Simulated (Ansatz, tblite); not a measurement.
# The cluster Ga₆P₄F₆: which spin state is lowest

Aim: set other spin states of the cluster Ga₆P₄F₆ against its singlet, on many levels of theory.

Method: as each input shows; program: Ansatz 0.2.0, Gaussian basis.

Plan: triplet, at the geometry of the singlet (GFN1-xTB, GFN2-xTB, PBE0-D4/def2-TZVP, PBE-D4/def2-TZVP); the singlet's energies come from earlier runs.

## Step 1: The structure

The geometry is that of the singlet, from an earlier relaxation (PBE-D4/def2-SVP).

16 atoms, charge 0, spin multiplicity 1.

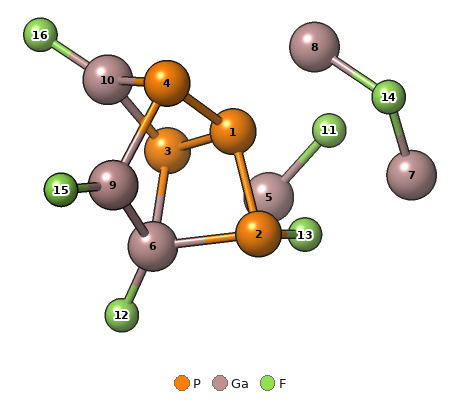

The geometry (phosphorus orange, gallium pink, fluorine green); atoms are numbered from 1 in the order of the file.

## Step 2: Triplet at the fixed geometry, GFN1-xTB

Tight binding, by tblite at 300 K electronic temperature and without a spin-polarisation term:

```python
tblite.interface.Calculator('GFN1-xTB', numbers, positions, charge=0, uhf=2).singlepoint()
```

Energy -1353.2779 eV; 0.073 s.

## Step 3: Triplet at the fixed geometry, GFN2-xTB

Tight binding, by tblite at 300 K electronic temperature and without a spin-polarisation term:

```python
tblite.interface.Calculator('GFN2-xTB', numbers, positions, charge=0, uhf=2).singlepoint()
```

Energy -1259.4357 eV; 0.067 s.

## Step 4: Triplet at the fixed geometry, PBE0-D4/def2-TZVP

File in.yaml:

```yaml
crystal:
  periodic: [false, false, false]
  atoms:
    - {symbol: P, position_ang: [0.382907, 0.728227, -0.157251]}
    - {symbol: P, position_ang: [0.695553, -0.825540, -1.814451]}
    - {symbol: P, position_ang: [-0.934394, -0.489058, 1.227341]}
    - {symbol: P, position_ang: [2.207414, 1.102286, 1.144371]}
    - {symbol: Ga, position_ang: [-3.121832, -0.494005, -0.634344]}
    - {symbol: Ga, position_ang: [0.494717, -2.231011, 0.117913]}
    - {symbol: Ga, position_ang: [-2.000553, 1.603987, -3.407666]}
    - {symbol: Ga, position_ang: [-1.180220, 2.979494, -0.404872]}
    - {symbol: Ga, position_ang: [2.610753, -1.297404, 0.980817]}
    - {symbol: Ga, position_ang: [0.649617, 0.338057, 2.712627]}
    - {symbol: F, position_ang: [-2.689026, 1.439779, -1.186384]}
    - {symbol: F, position_ang: [-0.130116, -3.900349, 0.138477]}
    - {symbol: F, position_ang: [-0.993834, -0.527741, -2.268543]}
    - {symbol: F, position_ang: [-0.873884, 2.913023, -2.430524]}
    - {symbol: F, position_ang: [4.246178, -1.761874, 1.503024]}
    - {symbol: F, position_ang: [0.636729, 0.422119, 4.479476]}
basis:
  gaussian: {orbitals: def2-TZVP, fitting: {mean_field: def2-universal-jkfit}}
magnetization: {spin_polarized: true, initial_magnetization: 2}
hamiltonian: {xc: pbe0, dispersion: d4}
scf: {omitted_lower_state_checks: [starts]}
output: {orbitals: {seedname: orbitals}}
```

The run is started by

```bash
> ansatz run in.yaml --threads 2 --pin off --events-out ev --progress --plain --max-ram 32768MiB --backend cuda --devices 0, --max-vram 18GiB
```

Log:

```text
Functional definition: PBE0
  name "PBE0"
  cite "Adamo & Barone, J. Chem. Phys. 110, 6158 (1999) doi:10.1063/1.478522"
  cite "Perdew, Burke & Ernzerhof, Phys. Rev. Lett. 77, 3865 (1996) doi:10.1103/PhysRevLett.77.3865"
  parent pbe
  parameter a = 0.25
  parameter kappa = 0.804
  parameter beta = 0.06672455060314922
  exchange = (1 - a)*pbe_x(kappa = kappa, mu = beta*pi^2/3) + a*exact_x
  correlation = pbe_c(beta = beta)
these checks for a lower state are left out or cut short: starts
2570 factors; integrals over basis functions are off by at most 1.6e0 eV
mean field evaluation 1: about -367657.9147 eV, gradient 7.1e1 eV
mean field evaluation 2: about -367606.1635 eV, gradient 1.5e2 eV
mean field evaluation 4: about -367672.2069 eV, gradient 7.9e0 eV
mean field evaluation 8: about -367672.5397 eV, gradient 3.8e-1 eV
mean field evaluation 16: about -367672.5433 eV, gradient 2.3e-2 eV
mean field evaluation 32: about -367672.5433 eV, gradient 3.4e-5 eV
mean field -367672.54327494 eV, -13511.7167479531 hartree, gradient 2.4e-5 eV, S^2 2.012894; 0 other end points of the search recorded, 0 dependent functions left out
reference -367672.54332491 eV, -13511.7167497894 hartree; 151, 149 occupied and 471, 473 virtual orbitals, 2570 factors
Total energy: -367673.89409229 eV, -13511.7663895750 hartree
Checks for a lower state left out: starts
```

Wall time 12 s (1 × H100 (card shared with other runs) with 2 threads of AMD EPYC 7R13, shared host); peak host memory 1.2 GiB.

Report: HOMO -4.60 eV, LUMO -5.05 eV (over both spins; with the spin held, an empty level of the minority spin lies below the top filled one); ⟨S²⟩ 2.013 (pure: 2.00).

## Step 5: Triplet at the fixed geometry, PBE-D4/def2-TZVP

start.molden holds the orbitals of an earlier run on this state, given as this run's starting guess.

in.yaml, as its differences from that of step 4:

```diff
@@ -20,5 +20,5 @@
 basis:
-  gaussian: {orbitals: def2-TZVP, fitting: {mean_field: def2-universal-jkfit}}
+  gaussian: {orbitals: def2-TZVP, fitting: {mean_field: def2-universal-jkfit}, initial_orbitals: start.molden}
 magnetization: {spin_polarized: true, initial_magnetization: 2}
-hamiltonian: {xc: pbe0, dispersion: d4}
+hamiltonian: {xc: pbe, dispersion: d4}
 scf: {omitted_lower_state_checks: [starts]}
```

The command is unchanged.

Log:

```text
Functional definition: PBE
  name "PBE"
  cite "Perdew, Burke & Ernzerhof, Phys. Rev. Lett. 77, 3865 (1996) doi:10.1103/PhysRevLett.77.3865"
  parent pbe
  parameter kappa = 0.804
  parameter beta = 0.06672455060314922
  exchange = pbe_x(kappa = kappa, mu = beta*pi^2/3)
  correlation = pbe_c(beta = beta)
these checks for a lower state are left out or cut short: starts
2570 factors; integrals over basis functions are off by at most 1.6e0 eV
mean field evaluation 1: about -367664.0064 eV, gradient 1.9e1 eV
mean field evaluation 2: about -367664.6747 eV, gradient 7.9e-1 eV
mean field evaluation 4: about -367664.6879 eV, gradient 1.4e-1 eV
mean field evaluation 8: about -367664.6882 eV, gradient 2.1e-5 eV
mean field -367664.68820054 eV, -13511.4280792934 hartree, gradient 2.1e-5 eV, S^2 2.005121; 0 other end points of the search recorded, 0 dependent functions left out
reference -367664.68826682 eV, -13511.4280817293 hartree; 151, 149 occupied and 471, 473 virtual orbitals, 2570 factors
Total energy: -367666.21089251 eV, -13511.4840371912 hartree
Checks for a lower state left out: starts
```

Wall time 9.5 s (1 × H100 (card shared with other runs) with 2 threads of AMD EPYC 7R13, shared host); peak host memory 1.1 GiB.

HOMO -3.98 eV, LUMO -5.46 eV (over both spins; with the spin held, an empty level of the minority spin lies below the top filled one); ⟨S²⟩ 2.005 (pure: 2.00).

## Step 6: Triplet less singlet, vertical

The singlet's energies are those of its earlier runs, whose logs aren't repeated here.

| level | triplet less singlet, vertical (eV) | time |
| --- | --- | --- |
| GFN1-xTB | +1.749 | 0.14 s |
| GFN2-xTB | +1.723 | 0.13 s |
| PBE-D4/def2-TZVP | +1.631 | 18 s |
| PBE0-D4/def2-TZVP | +1.886 | 24 s |

Times add the two runs; a level without a time comes out of a correlated run. Tight binding without a spin term can't rank spin states.

## Step 7: What came out

| quantity | value |
| --- | --- |
| triplet less singlet, vertical, functionals in def2-TZVP | +1.631 (PBE-D4) to +1.886 eV (PBE0-D4) |

**Reading.** All functionals put the triplet above the singlet, over a spread of 0.255 eV. The checks for a lower triplet were left out, so another state of that spin may lie lower. These are electronic energies, without zero-point motion, entropy or surroundings.
